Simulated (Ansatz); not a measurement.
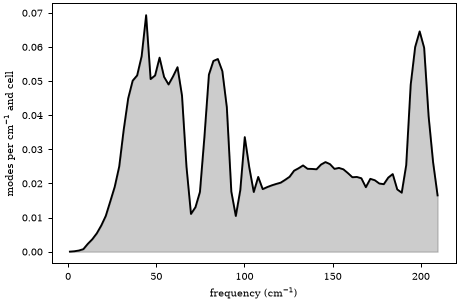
*Phonon density of states of rock salt AgCl; finite displacements on a 6×6×6 mesh, Ansatz (an electronic-structure program), LDA functional, plane-wave PAW, k mesh 6×6×6*

Task: Where is the tallest peak, and is there a gap in the spectrum?

Result: The tallest peak lies near 44 cm⁻¹. No clear gap shows at this resolution.

The PAW data sets were generated under PBE and serve the other functionals too.
